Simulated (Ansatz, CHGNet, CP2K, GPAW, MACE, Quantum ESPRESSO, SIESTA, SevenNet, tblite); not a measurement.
# CP2K on H-capped Ge nanowire along [001] with a Si core (65 atoms): settings against a plane-wave reference

How do the settings of CP2K change the result for H-capped Ge nanowire along [001] with a Si core (65 atoms)? A plane-wave run serves as the yardstick.

Program: CP2K 2026.2. Level of theory: the method is named at each step. Results are calculated unless marked as measured.

## (1) The starting structure

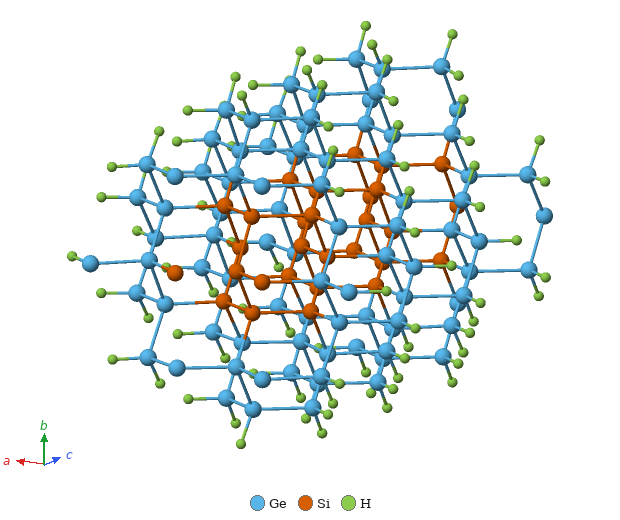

The starting structure, seen at a slant to the c axis (germanium blue, silicon orange, hydrogen green). 1×1×3 cells are drawn. Some periodic images of atoms are drawn too.

The cell holds 65 atoms: 28 Ge, 9 Si and 28 H. Its edges and angles: a = 26.501 Å, b = 26.501 Å, c = 5.658 Å, α = 90.0°, β = 90.0°, γ = 90.0°. It derives from Ge (diamond-structure). Round section of size parameter 6.53 Å cut from diamond-structure Ge (a = 5.658 Å) along [001], 1 period, broken bonds capped with H, 12 Å of vacuum, Si core of radius 3.59 Å. Then every atom was moved at random, 0.02 Å r.m.s. a Cartesian component (hydrogen 0.6 of that). Regions: wire, 37 atoms (28 Ge and 9 Si); hydrogen, 28 atoms (28 H). Vacuum lies along a and b. The structure's axis is c.

The yardstick, on the same geometry:

| Quantity | Value |
| --- | --- |
| method | Kohn-Sham DFT, PBE, SSSP efficiency 1.3.0 pseudopotentials, plane waves (Quantum ESPRESSO 7.5); sssp-pbe-1.3.0-efficiency, cutoffs 45/360 Ry, Γ point |
| r.m.s. force component | 0.5576 eV/Å |
| longest force | 2.14 eV/Å |
| gap (highest filled to lowest empty level) | 2.054 eV |
| time | 7.8 min on 4 MPI ranks of Arm Neoverse V1, shared host |
| CPU time | 31 min |

## (2) PBE, DZVP-UZH, 450/50 Ry, diagonalisation

Method: Kohn-Sham DFT, PBE, GTH-PBE pseudopotentials, Gaussian and plane waves, DZVP-MOLOPT (UZH set), diagonalisation.

Contents of input.inp:

```
&GLOBAL
  PROJECT cell
  RUN_TYPE ENERGY_FORCE
  PRINT_LEVEL LOW
&END GLOBAL
&FORCE_EVAL
  METHOD QS
  &DFT
    BASIS_SET_FILE_NAME BASIS_MOLOPT_UZH
    POTENTIAL_FILE_NAME POTENTIAL_UZH
    &MGRID
      CUTOFF 450
      REL_CUTOFF 50
    &END MGRID
    &QS
      EPS_DEFAULT 1.0E-12
    &END QS
    &SCF
      SCF_GUESS ATOMIC
      EPS_SCF 5.0E-06
      MAX_SCF 200
      ADDED_MOS 14
      &DIAGONALIZATION
        ALGORITHM STANDARD
      &END DIAGONALIZATION
      &SMEAR ON
        METHOD FERMI_DIRAC
        ELECTRONIC_TEMPERATURE [K] 580
      &END SMEAR
      &MIXING
        METHOD BROYDEN_MIXING
        ALPHA 0.2
        NBROYDEN 12
        BETA 0.05
      &END MIXING
      &PRINT
        &RESTART OFF
        &END RESTART
      &END PRINT
    &END SCF
    &XC
      &XC_FUNCTIONAL PBE
      &END XC_FUNCTIONAL
    &END XC
    &PRINT
      &MULLIKEN ON
      &END MULLIKEN
      &HIRSHFELD ON
        SHAPE_FUNCTION DENSITY
      &END HIRSHFELD
      &MO ON
        EIGENVALUES T
        OCCUPATION_NUMBERS T
        MO_INDEX_RANGE 77 100
        &EACH
          QS_SCF 0
        &END EACH
        ADD_LAST NUMERIC
      &END MO
    &END PRINT
  &END DFT
  &SUBSYS
    &CELL
      A 26.50091 0.00000 0.00000
      B 0.00000 26.50091 0.00000
      C 0.00000 0.00000 5.65800
    &END CELL
    &TOPOLOGY
      COORD_FILE_NAME structure.xyz
      COORD_FILE_FORMAT XYZ
    &END TOPOLOGY
    &KIND Ge
      BASIS_SET DZVP-MOLOPT-PBE-GTH-q4
      POTENTIAL GTH-PBE-q4
    &END KIND
    &KIND Si
      BASIS_SET DZVP-MOLOPT-PBE-GTH-q4
      POTENTIAL GTH-PBE-q4
    &END KIND
    &KIND H
      BASIS_SET DZVP-MOLOPT-PBE-GTH-q1
      POTENTIAL GTH-PBE-q1
    &END KIND
  &END SUBSYS
  &PRINT
    &FORCES ON
    &END FORCES
  &END PRINT
&END FORCE_EVAL
```

Contents of structure.xyz:

```xyz
65

Ge 9.29387 9.25544 1.43498
Ge 9.22285 11.25282 2.85010
Ge 7.24164 11.24275 4.27671
Ge 7.26496 13.23826 0.00136
Ge 9.26763 13.25523 1.38219
Ge 9.24246 15.23882 2.83754
Ge 7.26973 15.22822 4.21889
Ge 9.26498 17.26932 1.39413
Ge 13.18950 7.23899 2.80422
Ge 11.21307 7.22812 4.28073
Ge 11.27587 9.19158 0.02801
Ge 13.23323 9.26207 1.42898
Si 13.21070 11.25494 2.79166
Si 11.28541 11.24460 4.24537
Si 11.27826 13.25708 0.00464
Si 13.22210 13.24621 1.42989
Si 13.25761 15.26929 2.82408
Si 11.22685 15.27009 4.24786
Ge 11.26819 17.26932 5.63531
Ge 13.26848 17.26243 1.44483
Ge 13.25337 19.29001 2.82985
Ge 11.26633 19.32897 4.25951
Ge 15.18052 7.23899 4.23235
Ge 15.23140 9.27373 0.04232
Ge 17.29555 9.25120 1.41331
Ge 17.24891 11.21625 2.80790
Si 15.28095 11.27110 4.19829
Si 15.28970 13.23641 5.65279
Ge 17.27250 13.29683 1.46186
Ge 17.26269 15.22636 2.80478
Si 15.23696 15.26161 4.22008
Ge 15.30507 17.26799 0.00543
Ge 17.32391 17.30536 1.37721
Ge 15.20463 19.24178 4.27784
Ge 19.29107 11.21651 4.19337
Ge 19.23489 13.22819 0.04662
Ge 19.27862 15.19986 4.23597
H 7.97783 9.25067 0.54294
H 9.20483 7.98684 2.25986
H 7.22971 10.00462 5.10623
H 5.97834 11.23321 3.35587
H 5.99292 13.24886 0.86601
H 6.01915 15.22212 3.38309
H 7.22335 16.48754 5.17283
H 8.01202 17.24229 0.57355
H 9.21437 18.52652 2.28696
H 13.27987 5.94972 1.92049
H 10.00939 7.23952 3.34139
H 11.22552 6.00564 5.11500
H 13.26132 20.47381 1.97679
H 9.98899 19.25238 3.33533
H 11.23718 20.51488 5.14522
H 16.47138 7.23687 3.35633
H 15.21682 6.02286 5.11868
H 18.46239 9.21993 0.52031
H 17.23407 7.99718 2.34360
[... 5 atom lines left out ...]
H 20.50481 11.25308 3.37652
H 20.50746 13.26079 0.84678
H 20.48414 15.25790 3.35316
H 19.28180 16.49973 5.14029
```

Started as:

```
> OMP_NUM_THREADS=2 cp2k.psmp -i input.inp > output.txt
```

Numbers of over 12 decimals in the logs are rounded to 6 here.

Log:

```text
CP2K| version string:                                       CP2K version 2026.2
 CP2K| Input file name                                                 input.inp
 GLOBAL| Basis set file name                                    BASIS_MOLOPT_UZH
 GLOBAL| Potential file name                                       POTENTIAL_UZH
 GLOBAL| Run type                                                   ENERGY_FORCE
 GLOBAL| Total number of message passing processes                             1
 GLOBAL| Number of threads for this process                                    2
 TOTAL NUMBERS AND MAXIMUM NUMBERS
  Total number of            - Atomic kinds:                                   3
                             - Atoms:                                         65
                             - Shell sets:                                    65
                             - Shells:                                       269
                             - Primitive Cartesian functions:                288
                             - Cartesian basis functions:                    658
                             - Spherical basis functions:                    621
  Maximum angular momentum of- Orbital basis functions:                        2
                             - Local part of the GTH pseudopotential:          2
                             - Non-local part of the GTH pseudopotential:      4
 SCF PARAMETERS         Density guess:                                    ATOMIC
                        max_scf:                                             200
                        eps_scf:                                        5.00E-06
                        added MOs                                        14    0
                        Mixing method:                            BROYDEN_MIXING
                                                charge density mixing in g-space
                        Smear method:                                FERMI_DIRAC
                        Electronic temperature [K]:                        580.0
                        Electronic temperature [a.u.]:                  1.84E-03
                        Accuracy threshold:                             1.00E-10
 Extrapolation method: initial_guess
 Number of electrons:                                                        176
 Number of occupied orbitals:                                                 88
 Number of molecular orbitals:                                               102
 Number of orbital functions:                                                621
 Number of independent orbital functions:                                    621
 SCF WAVEFUNCTION OPTIMIZATION
  Step     Update method      Time    Convergence         Total energy    Change
     1 NoMix/Diag. 0.20E+00    5.5     0.74708346      -160.9246772998 -1.61E+02
     2 Broy./Diag. 0.20E+00    7.2     0.05574409      -157.1477327634  3.78E+00
     3 Broy./Diag. 0.20E+00    7.5     0.15994584      -160.5836872412 -3.44E+00
     4 Broy./Diag. 0.20E+00    7.5     0.02030618      -161.8808947532 -1.30E+00
[...]
13 Broy./Diag. 0.20E+00    8.7     0.00001138      -161.3867326929 -1.63E-04
    14 Broy./Diag. 0.20E+00    8.7     0.00000459      -161.3868315931 -9.89E-05
  *** SCF run converged in    14 steps ***
  Electronic density on regular grids:       -175.9999999999        0.0000000001
  Core density on regular grids:              175.9999999995       -0.0000000005
  Total charge density on r-space grids:       -0.0000000004
  Total charge density g-space grids:          -0.0000000004
  Overlap energy of the core charge distribution:               2.98772e-05
  Self energy of the core charge distribution:               -365.544327
  Core Hamiltonian energy:                                     88.161809
  Hartree energy:                                             169.065950
  Exchange-correlation energy:                                -53.070294
  Electronic entropic energy:                                  -1.2058e-10
  Fermi energy:                                                -0.072604
  Total energy:                                              -161.386832
  Total energy (extrapolated to T->0):                       -161.386832
 MO| EIGENVALUES AND OCCUPATION NUMBERS
 MO|
 MO|  Index      Eigenvalue [a.u.]        Eigenvalue [eV]             Occupation
 MO|     77              -0.162579              -4.424008               2.000000
 MO|     78              -0.158334              -4.308493               2.000000
 MO|     79              -0.154671              -4.208818               2.000000
[...]
MO|     99              -0.001508              -0.041042               0.000000
 MO|    100               0.002148               0.058455               0.000000
 MO| Sum:                                                             176.000000
 MO| E(Fermi):           -0.072604 a.u.         -1.975658 eV
 !-----------------------------------------------------------------------------!
                     Mulliken Population Analysis
 #  Atom  Element  Kind  Atomic population                           Net charge
       1     Ge       1          3.680708                              0.319292
       2     Ge       1          4.182692                             -0.182692
       3     Ge       1          3.732540                              0.267460
[...]
64     H        3          1.068650                             -0.068650
      65     H        3          1.109964                             -0.109964
 # Total charge                            176.000000                  0.000000
 !-----------------------------------------------------------------------------!
 !-----------------------------------------------------------------------------!
                           Hirshfeld Charges
  #Atom  Element  Kind  Ref Charge     Population                    Net charge
      1       Ge     1       4.000          3.899                         0.101
      2       Ge     1       4.000          3.990                         0.010
      3       Ge     1       4.000          3.886                         0.114
[...]
64       H      3       1.000          1.063                        -0.063
     65       H      3       1.000          1.058                        -0.058
  Total Charge                                                           -0.000
 !-----------------------------------------------------------------------------!
 ENERGY| Total FORCE_EVAL ( QS ) energy [hartree]           -161.386942
 FORCES| Atomic forces [hartree/bohr]
 FORCES|   Atom     x               y               z               |f|
 FORCES|      1 -1.24580994E-02  8.35768446E-03 -9.74284525E-03   1.78879335E-02
 FORCES|      2  1.42083311E-02  2.05298297E-03  5.86015288E-03   1.55058957E-02
 FORCES|      3 -5.50108931E-03  1.59327729E-02 -1.86819848E-02   2.51621102E-02
[...]
FORCES|     64  1.47441964E-02 -1.94101617E-03 -9.96529762E-03   1.79015650E-02
 FORCES|     65  3.20971162E-03 -9.11816045E-03 -1.16483850E-02   1.51369737E-02
 FORCES| Sum    -4.09209910E-07  1.61275631E-06 -4.18917161E-06
 FORCES| Total atomic force                                       4.50750424E-06
```

Wall time 2.1 min (2 threads of Arm Neoverse V1, shared host); peak memory 7.6 GiB; 3.5 min of CPU time.

Banners, paths, timers and routine set-up lines are dropped from the logs unmarked, and long logs keep their key lines alone; longer cuts are marked.

Numbers from this run, and their distance from the reference:

```yaml
r_m_s_force_component: 0.5489 eV/Å
r_m_s_difference_of_force_components: 23.61 meV/Å
longest_difference_of_force_vectors: 73.91 meV/Å
force_difference_over_r_m_s_force: 4.234 %
slope_of_forces_against_the_reference_s: 0.9837
correlation_of_force_components: 0.9992
spacing_of_highest_filled_and_lowest_empty_level: 2.124 eV
gap_difference: 0.0702 eV
```

Length of the force difference by element (eV/Å):

| element | atoms | mean | most |
| --- | --- | --- | --- |
| Ge | 28 | 0.042 | 0.074 |
| H | 28 | 0.030 | 0.070 |
| Si | 9 | 0.046 | 0.057 |

Levels nearest the highest filled one (eV from it): -1.39, -1.28, -1.18, -0.92, -0.87, -0.81, -0.80, -0.74, -0.29, -0.27, -0.16, 0.00, 2.12, 2.19, 2.24, 2.27, 2.38, 2.47, 2.59, 2.70, 2.74, 2.78, 2.99, 3.09.

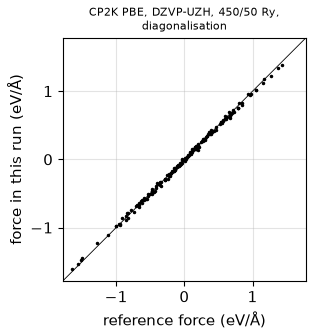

Force components against those of the reference; the line marks equality.

The surroundings of Ge33, which bears the longest force, nearest first, numbered as they follow in the input and with coordinates relative to it.

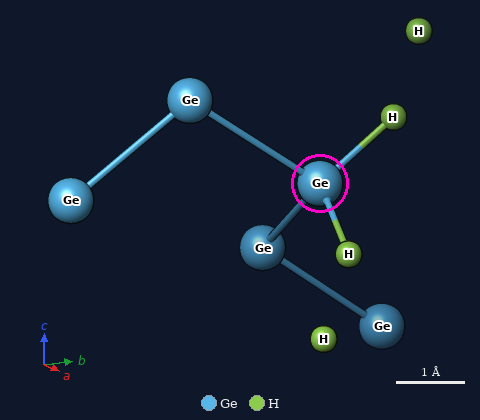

The atoms of the table, within 4.0 Å (arrows a, b, c point along x, y, z); some may hide others; the central atom is ringed.

| atom | x | y | z | distance (Å) | bonds | Hirshfeld charge (e) | Fx | Fy | Fz (eV/Å) |
| --- | --- | --- | --- | --- | --- | --- | --- | --- | --- |
| Ge33 | 0.00 | 0.00 | 0.00 | 0.00 | 4 | 0.12 | -1.60 | -0.94 | 0.95 |
| H57 | 1.19 | -0.06 | -0.83 | 1.45 | 1 | -0.06 | 1.38 | 0.18 | -0.79 |
| H58 | -0.09 | 1.23 | 0.88 | 1.51 | 1 | -0.06 | 0.19 | 0.37 | 0.15 |
| Ge32 | -2.02 | -0.04 | -1.37 | 2.44 | 4 | 0.01 | -0.33 | -0.67 | -0.23 |
| Ge30 | -0.06 | -2.08 | 1.43 | 2.52 | 4 | 0.01 | -0.30 | 1.18 | 0.82 |
| H65 | 1.96 | -0.81 | -1.89 | 2.84 | 1 | -0.06 | 0.17 | -0.47 | -0.60 |
| H59 | -0.83 | 1.97 | 1.97 | 2.90 | 1 | -0.06 | -0.48 | 0.14 | 0.57 |
| Ge34 | -2.12 | 1.94 | -2.76 | 3.98 | 4 | 0.10 | 0.39 | -0.35 | -0.78 |
| Ge29 | -0.05 | -4.01 | 0.08 | 4.01 | 4 | 0.01 | -0.54 | -0.94 | -0.85 |

Forces lie 4.2 % from the reference's, at 0.11 times its CPU time (on 2 against 4 cores).

## (3) PBE, TZV2P-UZH, 450/50 Ry, diagonalisation

Method: Kohn-Sham DFT, PBE, GTH-PBE pseudopotentials, Gaussian and plane waves, TZV2P-MOLOPT (UZH set), diagonalisation.

input.inp, as its differences from that of step 2:

```diff
@@ -67,8 +67,31 @@
     &END CELL
-    &TOPOLOGY
-      COORD_FILE_NAME structure.xyz
-      COORD_FILE_FORMAT XYZ
-    &END TOPOLOGY
+    &COORD
+      Ge 9.29387 9.25544 1.43498
+      Ge 9.22285 11.25282 2.85010
+      Ge 7.24164 11.24275 4.27671
+      Ge 7.26496 13.23826 0.00136
+      Ge 9.26763 13.25523 1.38219
+      Ge 9.24246 15.23882 2.83754
+      Ge 7.26973 15.22822 4.21889
+      Ge 9.26498 17.26932 1.39413
+      Ge 13.18950 7.23899 2.80422
+      Ge 11.21307 7.22812 4.28073
+      Ge 11.27587 9.19158 0.02801
+      Ge 13.23323 9.26207 1.42898
+      Si 13.21070 11.25494 2.79166
+      Si 11.28541 11.24460 4.24537
+      Si 11.27826 13.25708 0.00464
+      Si 13.22210 13.24621 1.42989
+      Si 13.25761 15.26929 2.82408
+      Si 11.22685 15.27009 4.24786
+      Ge 11.26819 17.26932 5.63531
+      Ge 13.26848 17.26243 1.44483
+[... 41 atom lines left out ...]
+      H 20.50481 11.25308 3.37652
+      H 20.50746 13.26079 0.84678
+      H 20.48414 15.25790 3.35316
+      H 19.28180 16.49973 5.14029
+    &END COORD
     &KIND Ge
-      BASIS_SET DZVP-MOLOPT-PBE-GTH-q4
+      BASIS_SET TZV2P-MOLOPT-PBE-GTH-q4
       POTENTIAL GTH-PBE-q4
@@ -76,3 +99,3 @@
     &KIND Si
-      BASIS_SET DZVP-MOLOPT-PBE-GTH-q4
+      BASIS_SET TZV2P-MOLOPT-PBE-GTH-q4
       POTENTIAL GTH-PBE-q4
@@ -80,3 +103,3 @@
     &KIND H
-      BASIS_SET DZVP-MOLOPT-PBE-GTH-q1
+      BASIS_SET TZV2P-MOLOPT-PBE-GTH-q1
       POTENTIAL GTH-PBE-q1
```

Started as:

```
> OMP_NUM_THREADS=1 mpirun -np 4 cp2k.psmp -i input.inp > output.txt
```

Log:

```text
CP2K| version string:                                       CP2K version 2026.2
 CP2K| Input file name                                                 input.inp
 GLOBAL| Basis set file name                                    BASIS_MOLOPT_UZH
 GLOBAL| Potential file name                                       POTENTIAL_UZH
 GLOBAL| Run type                                                   ENERGY_FORCE
 GLOBAL| Total number of message passing processes                             4
 GLOBAL| Number of threads for this process                                    1
[... lines left out ...]
                        Smear method:                                FERMI_DIRAC
[... lines left out ...]
 Number of electrons:                                                        176
[... lines left out ...]
  Step     Update method      Time    Convergence         Total energy    Change
[... lines left out ...]
  *** SCF run converged in    15 steps ***
[... lines left out ...]
  Fermi energy:                                                -0.072397
  Total energy:                                              -161.495333
  Total energy (extrapolated to T->0):                       -161.495333
[... lines left out ...]
 MO| E(Fermi):           -0.072397 a.u.         -1.970018 eV
[... lines left out ...]
                           Hirshfeld Charges
  #Atom  Element  Kind  Ref Charge     Population                    Net charge
      1       Ge     1       4.000          3.897                         0.103
      2       Ge     1       4.000          3.990                         0.010
      3       Ge     1       4.000          3.884                         0.116
[...]
64       H      3       1.000          1.065                        -0.065
     65       H      3       1.000          1.059                        -0.059
  Total Charge                                                           -0.000
 !-----------------------------------------------------------------------------!
 ENERGY| Total FORCE_EVAL ( QS ) energy [hartree]           -161.495358
 FORCES| Atomic forces [hartree/bohr]
 FORCES|   Atom     x               y               z               |f|
 FORCES|      1 -1.21829127E-02  8.41424139E-03 -9.67153699E-03   1.76850628E-02
 FORCES|      2  1.43250741E-02  2.42175815E-03  5.67927016E-03   1.55989349E-02
 FORCES|      3 -5.20146631E-03  1.57573031E-02 -1.81753122E-02   2.46107665E-02
[...]
FORCES|     64  1.49426701E-02 -1.93699612E-03 -1.01741143E-02   1.81809776E-02
 FORCES|     65  3.02955725E-03 -8.81475437E-03 -1.12721899E-02   1.46267008E-02
 FORCES| Sum    -9.86945684E-07  1.55603298E-06 -1.48056512E-06
 FORCES| Total atomic force                                       2.36376257E-06
```

Run time: 95 s. Hardware: 4 MPI ranks; peak memory 9.3 GiB.

Numbers from this run, and their distance from the reference:

* r.m.s. force component: 0.5485 eV/Å
* r.m.s. difference of force components: 19.42 meV/Å
* longest difference of force vectors: 69.26 meV/Å
* force difference over r.m.s. force: 3.482 %
* slope of forces against the reference's: 0.9832
* correlation of force components: 0.9995
* gap (highest filled to lowest empty level): 2.069 eV
* gap difference: 0.0152 eV

Against the first run (4.2 %), the force difference from the reference is 3.5 %, at 1.8 times the CPU time (on 4 against 2 cores), with 1465 basis functions against 621: the larger basis brings the forces nearer.

[end of part 1 of 5]

[Also dropped from logs without a mark: logging warnings of Python, and SIESTA's first energy breakdown and zero terms.]

[Logs are printed without paths, hosts, clocks, repeated set-up lines and the standing remarks that a program may print on its own settings, such as how far it seeks lower states.]

[Hosts, paths, dates, database ids (printed as entryN), source tags and the programs' standing remarks are cut or masked in the printed files.]
